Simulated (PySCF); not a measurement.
# CAuClO: field gradients at the nuclei

Aim: the electric field gradients and quadrupole couplings of CAuClO at several levels. Each job file holds the settings and the coordinates that a driver script hands to the program.

Method: the levels named in each step, in PySCF 2.14.0, density-fitted response routines.

**1. The system as given**

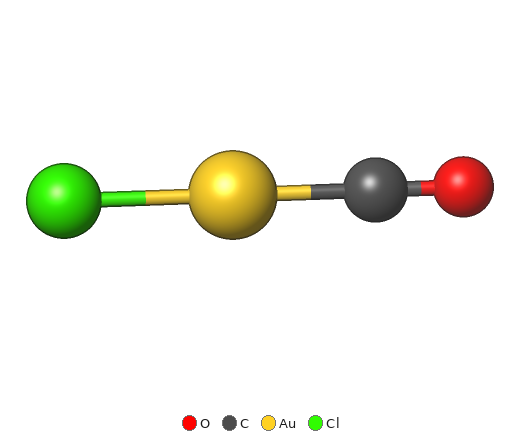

The starting structure, seen from a chosen angle (oxygen red, carbon dark grey, gold amber, chlorine green).

Coordinates:

```xyz
4

O     0.0000    0.0000   -2.3096
C     0.0000    0.0000   -1.1785
Au    0.0000    0.0000    0.6582
Cl    0.0000    0.0000    2.8300
```

**2. Geometry, PBE0-D3(BJ)/def2-TZVP**

job.txt

```
{"job": {"xc": "PBE0", "basis": "def2-TZVP", "d3": "d3bj", "grid": 2, "kind": "geom"}, "charge": 0, "multiplicity": 1}
O      0.000000     0.000000    -2.309590
C      0.000000     0.000000    -1.178550
Au     0.000000     0.000000     0.658190
Cl     0.000000     0.000000     2.829950
```

The program printed:

```text
step   0  E = -709.11898959  max force = 0.028744
step   1  E = -709.12119209  max force = 0.005918
step   2  E = -709.12121748  max force = 0.000812
step   3  E = -709.12121806  max force = 0.000017
optimisation converged
```

It took 30 s on 4 threads of Arm Neoverse N1, shared host; peak memory 0.55 GiB.

It ended at:

```xyz
4

O     0.0000    0.0000   -2.3456
C     0.0000    0.0000   -1.2184
Au    0.0000    0.0000    0.6683
Cl    0.0000    0.0000    2.8958
```

**3. Field gradients, PBE0/def2-TZVPP**

job.txt

```
{"job": {"kind": "efgt", "xc": "PBE0", "basis": "def2-TZVPP"}, "charge": 0, "multiplicity": 1}
O      0.000000    -0.000000    -2.345646
C      0.000000    -0.000000    -1.218444
Au    -0.000000     0.000000     0.668273
Cl    -0.000000    -0.000000     2.895817
```

The program printed:

```text
coarse grid: 25616 points
cycle   1  E = -708.2389062207  dE = -1.486e+01  |g| = 2.109e+00  |ddm| = 1.519e+01
cycle   2  E = -691.6941571474  dE =  1.654e+01  |g| = 6.325e+00  |ddm| = 1.904e+01
cycle   3  E = -708.9037914454  dE = -1.721e+01  |g| = 9.062e-01  |ddm| = 1.882e+01
cycle   4  E = -708.9909274435  dE = -8.714e-02  |g| = 8.716e-01  |ddm| = 9.791e-01
cycle   5  E = -709.1094727678  dE = -1.185e-01  |g| = 2.288e-01  |ddm| = 5.019e-01
cycle   6  E = -709.1171589667  dE = -7.686e-03  |g| = 1.108e-01  |ddm| = 1.722e-01
cycle   7  E = -709.1194606574  dE = -2.302e-03  |g| = 2.767e-02  |ddm| = 8.121e-02
cycle   8  E = -709.1196300652  dE = -1.694e-04  |g| = 2.757e-03  |ddm| = 2.620e-02
cycle   9  E = -709.1196316837  dE = -1.619e-06  |g| = 1.134e-03  |ddm| = 3.609e-03
final grid: 71392 points
cycle  10  E = -709.1196477283  dE =  8.057e-08  |g| = 1.265e-03  |ddm| = 1.962e-03
cycle  11  E = -709.1196473197  dE =  4.087e-07  |g| = 1.878e-03  |ddm| = 2.486e-03
cycle  12  E = -709.1196480164  dE = -6.967e-07  |g| = 5.020e-04  |ddm| = 1.525e-03
cycle  13  E = -709.1196480600  dE = -4.364e-08  |g| = 6.040e-05  |ddm| = 2.718e-04
cycle  14  E = -709.1196480608  dE = -7.612e-10  |g| = 5.425e-06  |ddm| = 4.701e-05
converged SCF energy = -709.1196480608

Field-gradient tensors (au): xx yy zz xy xz yz
  0 O     0.22115    0.22115   -0.44230    0.00000   -0.00000    0.00000
  1 C     0.38433    0.38433   -0.76866    0.00000   -0.00000    0.00000
  3 Cl   -0.98895   -0.98895    1.97790   -0.00000    0.00000    0.00000
```

Wall time 8.3 s (4 threads of Arm Neoverse N1, shared host); peak memory 0.64 GiB.

**4. Field gradients, PBE/def2-TZVPP**

job.txt

```
{"job": {"kind": "efgt", "xc": "PBE", "basis": "def2-TZVPP"}, "charge": 0, "multiplicity": 1}
O      0.000000    -0.000000    -2.345646
C      0.000000    -0.000000    -1.218444
Au    -0.000000     0.000000     0.668273
Cl    -0.000000    -0.000000     2.895817
```

The program printed:

```text
coarse grid: 25616 points
cycle   1  E = -707.9625588650  dE = -1.442e+01  |g| = 2.382e+00  |ddm| = 1.523e+01
cycle   2  E = -688.3469583215  dE =  1.962e+01  |g| = 6.332e+00  |ddm| = 2.107e+01
cycle   3  E = -708.6556205596  dE = -2.031e+01  |g| = 1.362e+00  |ddm| = 2.085e+01
cycle   4  E = -707.1097599761  dE =  1.546e+00  |g| = 2.946e+00  |ddm| = 2.265e+00
cycle   5  E = -709.0066389043  dE = -1.897e+00  |g| = 8.120e-01  |ddm| = 2.085e+00
cycle   6  E = -708.9882254499  dE =  1.841e-02  |g| = 8.598e-01  |ddm| = 9.800e-01
cycle   7  E = -709.1267415537  dE = -1.385e-01  |g| = 2.268e-01  |ddm| = 4.212e-01
cycle   8  E = -709.1402951491  dE = -1.355e-02  |g| = 3.154e-02  |ddm| = 1.937e-01
cycle   9  E = -709.1405945153  dE = -2.994e-04  |g| = 1.093e-02  |ddm| = 3.756e-02
cycle  10  E = -709.1406087648  dE = -1.425e-05  |g| = 4.367e-03  |ddm| = 9.297e-03
cycle  11  E = -709.1406143044  dE = -5.540e-06  |g| = 1.072e-03  |ddm| = 5.360e-03
final grid: 71392 points
cycle  12  E = -709.1406315248  dE =  1.529e-06  |g| = 2.814e-03  |ddm| = 3.547e-03
cycle  13  E = -709.1406199313  dE =  1.159e-05  |g| = 7.967e-03  |ddm| = 8.298e-03
cycle  14  E = -709.1406330454  dE = -1.311e-05  |g| = 1.149e-03  |ddm| = 5.503e-03
cycle  15  E = -709.1406333630  dE = -3.176e-07  |g| = 1.010e-04  |ddm| = 9.351e-04
cycle  16  E = -709.1406333645  dE = -1.554e-09  |g| = 3.556e-05  |ddm| = 8.303e-05
cycle  17  E = -709.1406333648  dE = -2.970e-10  |g| = 4.555e-06  |ddm| = 2.740e-05
converged SCF energy = -709.1406333648

Field-gradient tensors (au): xx yy zz xy xz yz
  0 O     0.20186    0.20186   -0.40373    0.00000   -0.00000    0.00000
  1 C     0.33993    0.33993   -0.67986    0.00000   -0.00000    0.00000
  3 Cl   -0.97915   -0.97915    1.95830   -0.00000    0.00000    0.00000
```

It took 9.4 s on 4 threads of Arm Neoverse N1, shared host; peak memory 0.64 GiB.

**5. Field gradients, B3LYP/def2-TZVPP**

job.txt

```
{"job": {"kind": "efgt", "xc": "B3LYP", "basis": "def2-TZVPP"}, "charge": 0, "multiplicity": 1}
O      0.000000    -0.000000    -2.345646
C      0.000000    -0.000000    -1.218444
Au    -0.000000     0.000000     0.668273
Cl    -0.000000    -0.000000     2.895817
```

The program printed:

```text
coarse grid: 25616 points
cycle   1  E = -708.5282223471  dE = -1.475e+01  |g| = 2.163e+00  |ddm| = 1.518e+01
cycle   2  E = -691.3003995413  dE =  1.723e+01  |g| = 6.291e+00  |ddm| = 1.903e+01
cycle   3  E = -709.1796943015  dE = -1.788e+01  |g| = 1.047e+00  |ddm| = 1.882e+01
cycle   4  E = -709.2821299518  dE = -1.024e-01  |g| = 1.036e+00  |ddm| = 1.086e+00
cycle   5  E = -709.4462986017  dE = -1.642e-01  |g| = 2.976e-01  |ddm| = 6.177e-01
cycle   6  E = -709.4594508671  dE = -1.315e-02  |g| = 1.425e-01  |ddm| = 2.327e-01
cycle   7  E = -709.4632281596  dE = -3.777e-03  |g| = 4.121e-02  |ddm| = 1.120e-01
cycle   8  E = -709.4636128923  dE = -3.847e-04  |g| = 4.790e-03  |ddm| = 4.030e-02
cycle   9  E = -709.4636175814  dE = -4.689e-06  |g| = 1.996e-03  |ddm| = 5.866e-03
final grid: 71392 points
cycle  10  E = -709.4636224546  dE =  9.240e-07  |g| = 2.886e-03  |ddm| = 3.720e-03
cycle  11  E = -709.4636176007  dE =  4.854e-06  |g| = 5.772e-03  |ddm| = 5.874e-03
cycle  12  E = -709.4636239763  dE = -6.376e-06  |g| = 1.040e-03  |ddm| = 3.707e-03
cycle  13  E = -709.4636241734  dE = -1.971e-07  |g| = 1.445e-04  |ddm| = 7.082e-04
cycle  14  E = -709.4636241779  dE = -4.487e-09  |g| = 1.175e-05  |ddm| = 1.171e-04
cycle  15  E = -709.4636241779  dE = -2.137e-11  |g| = 6.463e-06  |ddm| = 1.065e-05
converged SCF energy = -709.4636241779

Field-gradient tensors (au): xx yy zz xy xz yz
  0 O     0.23026    0.23026   -0.46053   -0.00000   -0.00000    0.00000
  1 C     0.39445    0.39445   -0.78890   -0.00000   -0.00000   -0.00000
  3 Cl   -0.98608   -0.98608    1.97217    0.00000    0.00000    0.00000
```

It took 9 s on 4 threads of Arm Neoverse N1, shared host; peak memory 0.64 GiB.

**6. Field gradients, CAM-B3LYP/def2-TZVPP**

job.txt

```
{"job": {"kind": "efgt", "xc": "CAM-B3LYP", "basis": "def2-TZVPP"}, "charge": 0, "multiplicity": 1}
O      0.000000    -0.000000    -2.345646
C      0.000000    -0.000000    -1.218444
Au    -0.000000     0.000000     0.668273
Cl    -0.000000    -0.000000     2.895817
```

The program printed:

```text
coarse grid: 25616 points
cycle   1  E = -708.5784652568  dE = -1.506e+01  |g| = 1.976e+00  |ddm| = 1.513e+01
cycle   2  E = -703.1039782509  dE =  5.474e+00  |g| = 5.217e+00  |ddm| = 5.070e+00
cycle   3  E = -709.2536882495  dE = -6.150e+00  |g| = 5.493e-01  |ddm| = 4.024e+00
cycle   4  E = -709.2959461646  dE = -4.226e-02  |g| = 4.286e-01  |ddm| = 5.426e-01
cycle   5  E = -709.3217056262  dE = -2.576e-02  |g| = 1.205e-01  |ddm| = 1.975e-01
cycle   6  E = -709.3241426763  dE = -2.437e-03  |g| = 4.210e-02  |ddm| = 7.004e-02
cycle   7  E = -709.3244512920  dE = -3.086e-04  |g| = 9.215e-03  |ddm| = 2.464e-02
cycle   8  E = -709.3244696582  dE = -1.837e-05  |g| = 1.232e-03  |ddm| = 7.811e-03
cycle   9  E = -709.3244702629  dE = -6.047e-07  |g| = 5.493e-04  |ddm| = 2.158e-03
final grid: 71392 points
cycle  10  E = -709.3244750236  dE =  1.931e-08  |g| = 6.861e-04  |ddm| = 1.014e-03
cycle  11  E = -709.3244748782  dE =  1.454e-07  |g| = 1.149e-03  |ddm| = 1.136e-03
cycle  12  E = -709.3244751085  dE = -2.303e-07  |g| = 9.286e-05  |ddm| = 7.102e-04
cycle  13  E = -709.3244751098  dE = -1.327e-09  |g| = 2.312e-05  |ddm| = 6.123e-05
cycle  14  E = -709.3244751099  dE = -9.595e-11  |g| = 1.152e-05  |ddm| = 1.640e-05
converged SCF energy = -709.3244751099

Field-gradient tensors (au): xx yy zz xy xz yz
  0 O     0.23973    0.23973   -0.47946   -0.00000    0.00000   -0.00000
  1 C     0.41383    0.41383   -0.82766    0.00000   -0.00000   -0.00000
  3 Cl   -0.98712   -0.98712    1.97423    0.00000    0.00000   -0.00000
```

Run time: 8.9 s. Hardware: 4 threads of Arm Neoverse N1, shared host; peak memory 0.66 GiB.

**7. Field gradients, HF/def2-TZVPP**

job.txt

```
{"job": {"kind": "efgt", "xc": "HF", "basis": "def2-TZVPP"}, "charge": 0, "multiplicity": 1}
O      0.000000    -0.000000    -2.345646
C      0.000000    -0.000000    -1.218444
Au    -0.000000     0.000000     0.668273
Cl    -0.000000    -0.000000     2.895817
```

The program printed:

```text
final grid: 71392 points
cycle   1  E = -706.6683418244  dE = -1.564e+01  |g| = 1.784e+00  |ddm| = 1.521e+01
cycle   2  E = -706.4808645527  dE =  1.875e-01  |g| = 1.958e+00  |ddm| = 2.497e+00
cycle   3  E = -707.1418288404  dE = -6.610e-01  |g| = 2.240e-01  |ddm| = 1.369e+00
cycle   4  E = -707.1515835707  dE = -9.755e-03  |g| = 6.450e-02  |ddm| = 1.798e-01
cycle   5  E = -707.1523998134  dE = -8.162e-04  |g| = 1.977e-02  |ddm| = 4.360e-02
cycle   6  E = -707.1525551116  dE = -1.553e-04  |g| = 9.075e-03  |ddm| = 2.381e-02
cycle   7  E = -707.1525826029  dE = -2.749e-05  |g| = 2.585e-03  |ddm| = 9.651e-03
cycle   8  E = -707.1525868812  dE = -4.278e-06  |g| = 7.679e-04  |ddm| = 5.314e-03
cycle   9  E = -707.1525871857  dE = -3.045e-07  |g| = 2.373e-04  |ddm| = 1.461e-03
cycle  10  E = -707.1525872260  dE = -4.033e-08  |g| = 7.934e-05  |ddm| = 6.114e-04
cycle  11  E = -707.1525872298  dE = -3.752e-09  |g| = 1.639e-05  |ddm| = 2.015e-04
cycle  12  E = -707.1525872300  dE = -1.921e-10  |g| = 6.969e-06  |ddm| = 3.964e-05
converged SCF energy = -707.1525872300

Field-gradient tensors (au): xx yy zz xy xz yz
  0 O     0.26064    0.26064   -0.52128    0.00000    0.00000    0.00000
  1 C     0.49867    0.49867   -0.99733   -0.00000   -0.00000    0.00000
  3 Cl   -0.86171   -0.86171    1.72342   -0.00000    0.00000   -0.00000
```

Run time: 2.5 s. Hardware: 4 threads of Arm Neoverse N1, shared host; peak memory 0.66 GiB.

**8. Comparison**

Largest principal value Vzz, in atomic units:

```csv
atom,PBE0/def2-TZVPP,PBE/def2-TZVPP,B3LYP/def2-TZVPP,CAM-B3LYP/def2-TZVPP,HF/def2-TZVPP
O1,-0.4423,-0.4037,-0.4605,-0.4795,-0.5213
C2,-0.7687,-0.6799,-0.7889,-0.8277,-0.9973
Cl4,1.9779,1.9583,1.9722,1.9742,1.7234
CPU time,11 s,19 s,12 s,12 s,3.4 s
```

Couplings eQVzz/h in MHz (234.9647 × Q in barn × Vzz), with Q = -0.02558 (17O), -0.08112 (35Cl):

```csv
nucleus,PBE0/def2-TZVPP,PBE/def2-TZVPP,B3LYP/def2-TZVPP,CAM-B3LYP/def2-TZVPP,HF/def2-TZVPP
17O (atom 1),2.658,2.427,2.768,2.882,3.133
35Cl (atom 4),-37.699,-37.326,-37.590,-37.629,-32.849
```

**9. Summary of results**

```
                                  quantity        value
 coupling of 17O (atom 1), PBE0/def2-TZVPP    2.658 MHz
coupling of 35Cl (atom 4), PBE0/def2-TZVPP  -37.699 MHz
```

The largest coupling, that of 35Cl, runs from -37.699 (PBE0/def2-TZVPP) to -32.849 MHz (HF/def2-TZVPP). The gradients are non-relativistic, at the equilibrium geometry and in principal axes; measured couplings hold vibrational averaging and refer to the inertial axes. The def2 sets are stiff near the nuclei, which limits their accuracy. Atoms with effective core potentials have no gradient listed, since their core's share is missing.
